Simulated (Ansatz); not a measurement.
# InH₃+ (doublet): correlated methods under varied settings

What do other methods and options give for InH₃+ (doublet) at this geometry, and how long do they take?

Method: the settings change from run to run; program: Ansatz 0.2.0, Gaussian basis.

21 further runs of the same task are left out: 7 for a known fault of the program, 6 that didn't finish, 8 set aside as unsound or not needed.

## Step 1: What is computed

The geometry is a PBE0/def2-TZVP stationary point (not a proven minimum) of the parent state, kept for this charge and spin. No spin-orbit coupling is included. Elements past krypton take def2 core potentials.

4 atoms, charge 1, spin multiplicity 2.

Atoms are counted from 1 here; the program's logs count them from 0.

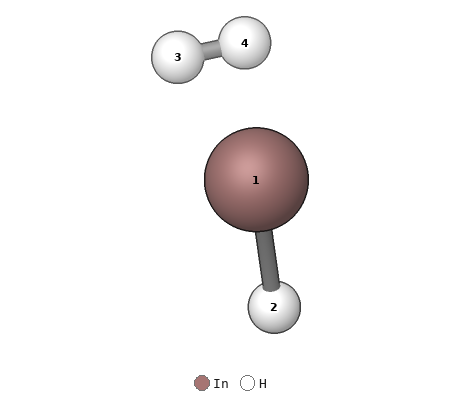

The geometry (indium brown, hydrogen white); atoms are numbered from 1 in the order of the file.

Coordinates:

```
In    0.0000    0.0170   -0.0385
H     0.0000   -1.7263   -0.2766
H     0.3845   -0.1070    2.3287
H    -0.3845   -0.1070    2.3287
```

## Step 2: MP2 on UHF/def2-SVP

in.yaml reads:

```yaml
crystal:
  periodic: [false, false, false]
  atoms:
    - {symbol: In, position_ang: [0.000000, 0.017034, -0.038458]}
    - {symbol: H, position_ang: [0.000000, -1.726316, -0.276632]}
    - {symbol: H, position_ang: [0.384545, -0.107040, 2.328746]}
    - {symbol: H, position_ang: [-0.384545, -0.107040, 2.328746]}
basis:
  gaussian: {orbitals: def2-SVP}
total_charge: 1
magnetization: {spin_polarized: true, initial_magnetization: 1}
correlation: {method: mp2, electrons: outside_noble_gas}
scf: {lower_state_search: off}
```

The run is started by

```console
$ ansatz run in.yaml --threads 1 --pin off --events-out ev --progress --plain --max-ram 2393MiB
```

Log:

```text
Functional definition: HF
  name "HF"
  cite "Fock, Z. Phys. 61, 126 (1930) doi:10.1007/BF01340294"
  parent pbe
  exchange = exact_x
  correlation = 0
these checks for a lower state are left out or cut short: stability, starts, cluster_reference, orbital_swaps, neighbouring_geometries, increment
494 factors; integrals over basis functions are off by at most 5.5e-4 eV
mean field evaluation 1: about -5186.9886 eV, gradient 5.9e0 eV
mean field evaluation 2: about -5186.9924 eV, gradient 5.9e0 eV
mean field evaluation 4: about -5187.5655 eV, gradient 7.8e-1 eV
mean field evaluation 8: about -5187.5786 eV, gradient 1.0e-3 eV
mean field -5187.57856789 eV, -190.6399961029 hartree, gradient 3.1e-6 eV, S^2 0.787635; 0 other end points of the search recorded, 0 dependent functions left out
9 core orbitals not correlated: weight in the atoms' cores, before any rotation towards them, 0.996 or more for the frozen orbitals, at most 0.004 for the correlated occupied ones
reference -5187.57856789 eV, -190.6399961029 hartree; 3, 2 occupied and 29, 30 virtual orbitals, 494 factors
second order -1.44988046 eV of doubles, -0.00000000 eV of singles
Total energy: -5189.02844835 eV, -190.6932782269 hartree
Checks for a lower state left out: stability, starts, cluster_reference, orbital_swaps, neighbouring_geometries, increment
```

Run time: 0.27 s. Hardware: 1 thread of Arm Neoverse V2, shared host.

From the report: ⟨S²⟩ of the determinant 0.788 (pure doublet: 0.75).

## Step 3: CCSD on ROHF/def2-SVP

Edit in.yaml of step 2 so:

```diff
@@ -10,4 +10,4 @@
 total_charge: 1
-magnetization: {spin_polarized: true, initial_magnetization: 1}
-correlation: {method: mp2, electrons: outside_noble_gas}
-scf: {lower_state_search: off}
+magnetization: {spin_polarized: false, initial_magnetization: 1}
+correlation: {method: ccsd, electrons: outside_noble_gas}
+scf: {lower_state_search: full}
```

The command is unchanged.

Log (excerpt; [...] marks lines left out):

```text
Functional definition: HF
  name "HF"
  cite "Fock, Z. Phys. 61, 126 (1930) doi:10.1007/BF01340294"
  parent pbe
[...]
494 factors; integrals over basis functions are off by at most 5.5e-4 eV
[...]
mean field -5187.41588739 eV, -190.6340177049 hartree, gradient 1.7e-6 eV, S^2 0.750000; 3 other end points of the search recorded, 0 dependent functions left out
9 core orbitals not correlated: weight in the atoms' cores, before any rotation towards them, 0.997 or more for the frozen orbitals, at most 0.002 for the correlated occupied ones
reference -5187.41588739 eV, -190.6340177049 hartree; 3, 2 occupied and 29, 30 virtual orbitals, 494 factors
second order -1.51817553 eV of doubles, -0.04764412 eV of singles
cycle   1  -1.93080165 eV  change   -3.6e-1 eV  update   5.5e-2
[...]
cycle  10  -2.13902679 eV  change   -4.0e-6 eV  update   2.6e-6
Total energy: -5189.55491418 eV, -190.7126254895 hartree
```

Run time: 0.6 s. Hardware: 1 thread of Arm Neoverse V2, shared host.

From the report: correlation -2.1390 eV; T1 0.039; largest double amplitude 0.08.

## Step 4: CCSD(T) on UHF/def2-SVPD

in.yaml reads:

```yaml
crystal:
  periodic: [false, false, false]
  atoms:
    - {symbol: In, position_ang: [0.000000, 0.017034, -0.038458]}
    - {symbol: H, position_ang: [0.000000, -1.726316, -0.276632]}
    - {symbol: H, position_ang: [0.384545, -0.107040, 2.328746]}
    - {symbol: H, position_ang: [-0.384545, -0.107040, 2.328746]}
basis:
  gaussian: {orbitals: def2-SVPD}
total_charge: 1
magnetization: {spin_polarized: true, initial_magnetization: 1}
correlation: {method: ccsd_t, electrons: outside_noble_gas}
output: {forces: true}
```

Launched as before.

Log (excerpt; [...] marks lines left out):

```text
Functional definition: HF
  name "HF"
  cite "Fock, Z. Phys. 61, 126 (1930) doi:10.1007/BF01340294"
  parent pbe
[...]
665 factors; integrals over basis functions are off by at most 2.7e-4 eV
[...]
mean field -5187.59564489 eV, -190.6406236710 hartree, gradient 2.2e-6 eV, S^2 0.787841; 0 other end points of the search recorded, 0 dependent functions left out
9 core orbitals not correlated: weight in the atoms' cores, before any rotation towards them, 0.996 or more for the frozen orbitals, at most 0.004 for the correlated occupied ones
reference -5187.59564489 eV, -190.6406236710 hartree; 3, 2 occupied and 44, 45 virtual orbitals, 665 factors
second order -1.50183249 eV of doubles, -0.00000000 eV of singles
cycle   1  -1.86028179 eV  change   -3.6e-1 eV  update   5.3e-2
[...]
cycle  11  -2.06198547 eV  change    1.1e-7 eV  update   1.4e-6
perturbative correction -0.01752632 eV, -0.0006440805 hartree
[...]
Total energy: -5189.67515668 eV, -190.7170443198 hartree
Atom 0 at     0.000000     0.017034    -0.038458 Å, force     0.000000     0.445451    -0.551512 eV/Å
Atom 1 at     0.000000    -1.726316    -0.276632 Å, force    -0.000000    -0.401481    -0.037031 eV/Å
Atom 2 at     0.384545    -0.107040     2.328746 Å, force    -0.123708    -0.021985     0.294272 eV/Å
Atom 3 at    -0.384545    -0.107040     2.328746 Å, force     0.123708    -0.021985     0.294272 eV/Å
Dipole moment:     0.000000     0.049695     0.228217 e Å
```

Wall time 2.8 s (1 thread of Arm Neoverse V2, shared host).

From the report: ⟨S²⟩ of the determinant 0.788 (pure doublet: 0.75); correlation -2.0795 eV; T1 0.017; largest double amplitude 0.05.

## Step 5: MRCISD+Q(relaxed)(1,5)/def2-SVP

in.yaml reads:

```yaml
crystal:
  periodic: [false, false, false]
  atoms:
    - {symbol: In, position_ang: [0.000000, 0.017034, -0.038458]}
    - {symbol: H, position_ang: [0.000000, -1.726316, -0.276632]}
    - {symbol: H, position_ang: [0.384545, -0.107040, 2.328746]}
    - {symbol: H, position_ang: [-0.384545, -0.107040, 2.328746]}
basis:
  gaussian: {orbitals: def2-SVP}
total_charge: 1
magnetization: {spin_polarized: false, initial_magnetization: 1}
correlation: {method: fic_mrcisd_q_relaxed, electrons: outside_noble_gas, active_space: {window: {electrons: 1, orbitals: 5}, states: [{multiplicity: 2, weights: [0.5, 1]}], root: 1}}
accuracy: high
```

Launched as before.

Log (excerpt; [...] marks lines left out):

```text
Functional definition: HF
  name "HF"
  cite "Fock, Z. Phys. 61, 126 (1930) doi:10.1007/BF01340294"
  parent pbe
[...]
965 factors; integrals over basis functions are off by at most 2.1e-9 eV
[...]
mean field -5187.41593971 eV, -190.6340196276 hartree, gradient 7.6e-9 eV, S^2 0.750000; 0 other end points of the search recorded, 0 dependent functions left out
reference -5187.41593971 eV, -190.6340196276 hartree; 12, 11 occupied and 29, 30 virtual orbitals, 965 factors
state -5187.39373389 eV, -190.6332035785 hartree
state -5183.85771444 eV, -190.5032572606 hartree
contracted CI cycle   1: correlation 0.00000000 eV, 0.0000000000 hartree, residual 1.06e1 eV
contracted CI cycle   2: correlation -1.99573939 eV, -0.0733420699 hartree, residual 1.89e0 eV
contracted CI cycle   3: correlation -2.07572887 eV, -0.0762816288 hartree, residual 5.03e-1 eV
contracted CI cycle   4: correlation -2.08364928 eV, -0.0765726985 hartree, residual 2.00e-1 eV
[...]
contracted CI cycle   7: correlation -2.33100245 eV, -0.0856627599 hartree, residual 9.04e-3 eV
contracted CI cycle   8: correlation -2.33100457 eV, -0.0856628380 hartree, residual 3.46e-3 eV
contracted CI cycle   9: correlation -2.33100483 eV, -0.0856628476 hartree, residual 1.14e-3 eV
contracted CI cycle  10: correlation -2.33100486 eV, -0.0856628486 hartree, residual 3.90e-4 eV
contracted CI cycle  11: correlation -2.33100486 eV, -0.0856628488 hartree, residual 9.94e-5 eV
contracted CI cycle  12: correlation -2.33100487 eV, -0.0856628488 hartree, residual 2.64e-5 eV
contracted CI cycle  13: correlation -2.33100487 eV, -0.0856628488 hartree, residual 7.21e-6 eV
contracted CI cycle  14: correlation -2.33100487 eV, -0.0856628488 hartree, residual 2.54e-6 eV
contracted CI cycle  15: correlation -2.33100487 eV, -0.0856628488 hartree, residual 8.92e-7 eV
state -5183.85771444 eV, -190.5032572606 hartree; corrected -5186.41842176 eV, -190.5973615188 hartree
WARN: 3 active orbitals are nearly empty or full. The corrections depend on them more than the energy does, and are more stable in an active space without them
Total energy: -5186.41842176 eV, -190.5973615188 hartree
```

Run time: 1.8 s. Hardware: 1 thread of Arm Neoverse V2, shared host.

From the report: 3 determinants; active occupations (of the averaged states) 0.67, 0.33, 0.00, 0.00, 0.00. The report marks this result as in doubt.

## Step 6: MP2 on ROHF/def2-SVP

Edit in.yaml of step 5 so:

```diff
@@ -11,3 +11,2 @@
 magnetization: {spin_polarized: false, initial_magnetization: 1}
-correlation: {method: fic_mrcisd_q_relaxed, electrons: outside_noble_gas, active_space: {window: {electrons: 1, orbitals: 5}, states: [{multiplicity: 2, weights: [0.5, 1]}], root: 1}}
-accuracy: high
+correlation: {method: mp2, electrons: outside_noble_gas}
```

The command is unchanged.

Log:

```text
Functional definition: HF
  name "HF"
  cite "Fock, Z. Phys. 61, 126 (1930) doi:10.1007/BF01340294"
  parent pbe
  exchange = exact_x
  correlation = 0
494 factors; integrals over basis functions are off by at most 5.5e-4 eV
mean field evaluation 1: about -5186.9897 eV, gradient 6.0e0 eV
mean field evaluation 2: about -5186.9934 eV, gradient 6.0e0 eV
mean field evaluation 4: about -5187.3769 eV, gradient 9.9e-1 eV
mean field evaluation 8: about -5187.4159 eV, gradient 1.3e-2 eV
mean field -5187.41588739 eV, -190.6340177049 hartree, gradient 1.7e-6 eV, S^2 0.750000; 0 other end points of the search recorded, 0 dependent functions left out
mean field evaluation 16: about -5186.9924 eV, gradient 5.9e0 eV
9 core orbitals not correlated: weight in the atoms' cores, before any rotation towards them, 0.997 or more for the frozen orbitals, at most 0.002 for the correlated occupied ones
reference -5187.41588739 eV, -190.6340177049 hartree; 3, 2 occupied and 29, 30 virtual orbitals, 494 factors
second order -1.51817553 eV of doubles, -0.04764412 eV of singles
Total energy: -5188.98170704 eV, -190.6915605157 hartree
```

Run time: 0.33 s. Hardware: 1 thread of Arm Neoverse V2, shared host.

## Step 7: HF/def2-SVP

Edit in.yaml of step 6 so:

```diff
@@ -10,3 +10,5 @@
 total_charge: 1
-magnetization: {spin_polarized: false, initial_magnetization: 1}
-correlation: {method: mp2, electrons: outside_noble_gas}
+magnetization: {spin_polarized: true, initial_magnetization: 1}
+hamiltonian: {xc: hf}
+accuracy: high
+output: {orbitals: {seedname: orbitals}}
```

The command is unchanged.

Log:

```text
Functional definition: HF
  name "HF"
  cite "Fock, Z. Phys. 61, 126 (1930) doi:10.1007/BF01340294"
  parent pbe
  exchange = exact_x
  correlation = 0
965 factors; integrals over basis functions are off by at most 2.1e-9 eV
mean field evaluation 1: about -5186.9863 eV, gradient 5.9e0 eV
mean field evaluation 2: about -5186.9920 eV, gradient 5.9e0 eV
mean field evaluation 4: about -5187.5655 eV, gradient 7.8e-1 eV
mean field evaluation 8: about -5187.5786 eV, gradient 1.2e-3 eV
mean field -5187.57862103 eV, -190.6399980560 hartree, gradient 4.9e-8 eV, S^2 0.787636; 0 other end points of the search recorded, 0 dependent functions left out
reference -5187.57862103 eV, -190.6399980560 hartree; 12, 11 occupied and 29, 30 virtual orbitals, 965 factors
Total energy: -5187.57862103 eV, -190.6399980560 hartree
```

Run time: 0.57 s. Hardware: 1 thread of Arm Neoverse V2, shared host.

From the report: ⟨S²⟩ of the determinant 0.788 (pure doublet: 0.75).

## Step 8: CCSD(T) on UHF/def2-SVPD

Edit in.yaml of step 7 so:

```diff
@@ -8,7 +8,5 @@
 basis:
-  gaussian: {orbitals: def2-SVP}
+  gaussian: {orbitals: def2-SVPD, fitting: {mean_field: def2-universal-jkfit}, point_charges: [{charge: -0.50, position_ang: [5.314, -0.059, 0.954]}]}
 total_charge: 1
 magnetization: {spin_polarized: true, initial_magnetization: 1}
-hamiltonian: {xc: hf}
-accuracy: high
-output: {orbitals: {seedname: orbitals}}
+correlation: {method: ccsd_t, electrons: valence}
```

Same command.

Log (excerpt; [...] marks lines left out):

```text
Functional definition: HF
  name "HF"
  cite "Fock, Z. Phys. 61, 126 (1930) doi:10.1007/BF01340294"
  parent pbe
[...]
272 factors; integrals over basis functions are off by at most 4.1e-1 eV
[...]
mean field -5188.95710214 eV, -190.6906563022 hartree, gradient 1.7e-6 eV, S^2 0.787363; 0 other end points of the search recorded, 0 dependent functions left out
4 core orbitals not correlated: weight in the atoms' cores, before any rotation towards them, 1.000 or more for the frozen orbitals, at most 0.000 for the correlated occupied ones
reference -5188.95710214 eV, -190.6906563022 hartree; 8, 7 occupied and 44, 45 virtual orbitals, 272 factors
second order -2.22752186 eV of doubles, -0.00000000 eV of singles
cycle   1  -2.62085971 eV  change   -3.9e-1 eV  update   5.9e-2
[...]
cycle  10  -2.85736716 eV  change   -2.2e-6 eV  update   5.8e-6
perturbative correction -0.05752312 eV, -0.0021139356 hartree
Total energy: -5191.87199242 eV, -190.7977765440 hartree
```

Wall time 1.6 s (1 thread of Arm Neoverse V2, shared host).

From the report: ⟨S²⟩ of the determinant 0.787 (pure doublet: 0.75); correlation -2.9149 eV; T1 0.012; largest double amplitude 0.05.

## Step 9: NEVPT2(5,7)/def2-SVP

in.yaml reads:

```yaml
crystal:
  periodic: [false, false, false]
  atoms:
    - {symbol: In, position_ang: [0.000000, 0.017034, -0.038458]}
    - {symbol: H, position_ang: [0.000000, -1.726316, -0.276632]}
    - {symbol: H, position_ang: [0.384545, -0.107040, 2.328746]}
    - {symbol: H, position_ang: [-0.384545, -0.107040, 2.328746]}
basis:
  gaussian: {orbitals: def2-SVP}
total_charge: 1
magnetization: {spin_polarized: false, initial_magnetization: 1}
correlation: {method: sc_nevpt2, electrons: outside_noble_gas, active_space: {window: {electrons: 5, orbitals: 7}}}
accuracy: high
output: {forces: true}
```

The command is unchanged.

Log (excerpt; [...] marks lines left out):

```text
Functional definition: HF
  name "HF"
  cite "Fock, Z. Phys. 61, 126 (1930) doi:10.1007/BF01340294"
  parent pbe
[...]
965 factors; integrals over basis functions are off by at most 2.1e-9 eV
[...]
mean field -5187.41593971 eV, -190.6340196276 hartree, gradient 7.6e-9 eV, S^2 0.750000; 0 other end points of the search recorded, 0 dependent functions left out
reference -5187.41593971 eV, -190.6340196276 hartree; 12, 11 occupied and 29, 30 virtual orbitals, 965 factors
state -5188.81879317 eV, -190.6855735413 hartree
state -5188.81879317 eV, -190.6855735413 hartree; corrected -5189.32264724 eV, -190.7040898370 hartree
state -5188.76408781 eV, -190.6835631565 hartree
state -5188.76408781 eV, -190.6835631565 hartree; corrected -5189.34902533 eV, -190.7050592139 hartree
state -5188.76408781 eV, -190.6835631565 hartree; corrected -5189.34902533 eV, -190.7050592139 hartree
[...]
WARN: the results are in doubt because another end's mean lies 0.055 eV lower, and its corrected mean 0.026 eV higher
Total energy: -5189.34902533 eV, -190.7050592139 hartree
Atom 0 at     0.000000     0.017034    -0.038458 Å, force    -0.000000     0.397798    -0.374511 eV/Å
Atom 1 at     0.000000    -1.726316    -0.276632 Å, force     0.000000    -0.361993    -0.029598 eV/Å
Atom 2 at     0.384545    -0.107040     2.328746 Å, force    -0.022365    -0.017903     0.202054 eV/Å
Atom 3 at    -0.384545    -0.107040     2.328746 Å, force     0.022365    -0.017903     0.202054 eV/Å
Dipole moment:    -0.000000     0.039544     0.240302 e Å
In doubt: another end's mean lies 0.055 eV lower, and its corrected mean 0.026 eV higher
```

It took 5.5 s on 1 thread of Arm Neoverse V2, shared host.

From the report: 365 determinants; active occupations 1.97, 1.94, 0.99, 0.04, 0.02, 0.02, 0.01. Mind the lines of doubt at the end of the log.

## Step 10: CCSDT(Q)/B on ROHF/def2-SVPD

in.yaml reads:

```yaml
crystal:
  periodic: [false, false, false]
  atoms:
    - {symbol: In, position_ang: [0.000000, 0.017034, -0.038458]}
    - {symbol: H, position_ang: [0.000000, -1.726316, -0.276632]}
    - {symbol: H, position_ang: [0.384545, -0.107040, 2.328746]}
    - {symbol: H, position_ang: [-0.384545, -0.107040, 2.328746]}
basis:
  gaussian: {orbitals: def2-SVPD}
total_charge: 1
magnetization: {spin_polarized: false, initial_magnetization: 1}
correlation: {method: ccsdt_q_b, electrons: outside_noble_gas}
scf: {omitted_lower_state_checks: [cluster_reference]}
```

Launched as before.

Log (excerpt; [...] marks lines left out):

```text
Functional definition: HF
  name "HF"
  cite "Fock, Z. Phys. 61, 126 (1930) doi:10.1007/BF01340294"
  parent pbe
[...]
1128 factors; integrals over basis functions are off by at most 1.8e-7 eV
[...]
mean field -5187.43193948 eV, -190.6346076081 hartree, gradient 4.6e-7 eV, S^2 0.750000; 0 other end points of the search recorded, 0 dependent functions left out
9 core orbitals not correlated: weight in the atoms' cores, before any rotation towards them, 0.997 or more for the frozen orbitals, at most 0.002 for the correlated occupied ones
reference -5187.43193948 eV, -190.6346076081 hartree; 3, 2 occupied and 44, 45 virtual orbitals, 1128 factors
second order -1.57283815 eV of doubles, -0.04786680 eV of singles
cycle   1  -1.99444270 eV  change   -3.7e-1 eV  update   5.7e-2
[...]
cycle  14  -2.23563008 eV  change    3.8e-7 eV  update   1.7e-7
perturbative correction -0.00018667 eV, -0.0000068599 hartree
Total energy: -5189.66775622 eV, -190.7167723579 hartree
Checks for a lower state left out: cluster_reference
```

It took 10 s on 1 thread of Arm Neoverse V2, shared host; peak memory 0.29 GiB.

From the report: correlation -2.2358 eV; T1 0.040; largest double amplitude 0.06.

## Step 11: The runs in one table

Where basis and cores are those of an earlier FCI/def2-SVP run (-5189.5791 eV), and the state is the same kind, the miss against it is given. † marks a result that the program doubts.

```csv
level,correlated,functions,energy (eV),from FCI (meV),time
MP2 on UHF/def2-SVP,outside noble gas,41,-5189.0284,550.6,0.27 s
CCSD on ROHF/def2-SVP,outside noble gas,41,-5189.5549,24.2,0.6 s
CCSD(T) on UHF/def2-SVPD,outside noble gas,56,-5189.6752,,2.8 s
"MRCISD+Q(relaxed)(1,5)/def2-SVP (excited root 1 of an average) †",outside noble gas,41,-5186.4184,,1.8 s
MP2 on ROHF/def2-SVP,outside noble gas,41,-5188.9817,597.4,0.33 s
HF/def2-SVP,,41,-5187.5786,2000.5,0.57 s
CCSD(T) on UHF/def2-SVPD (beside a point charge),valence,56,-5191.8720,,1.6 s
"NEVPT2(5,7)/def2-SVP †",outside noble gas,41,-5189.3490,230.1,5.5 s
CCSDT(Q)/B on ROHF/def2-SVPD,outside noble gas,56,-5189.6678,,10 s
```

## Step 12: Outcome

| quantity | value |
| --- | --- |
| runs | 9 |
| quickest | MP2 on UHF/def2-SVP, 0.27 s |
| slowest | CCSDT(Q)/B on ROHF/def2-SVPD, 10 s |

**Reading.** Total energies in different bases, with other cores or another treatment of relativity can't be set against each other. CCSDT(Q)/B on ROHF/def2-SVPD took 37 times as long as MP2 on UHF/def2-SVP; the jobs differ in more than the method. Among the correlated runs with a miss given, it spans +24 to +597 meV. Hartree-Fock, CASSCF and CASCI lack dynamic correlation by design.
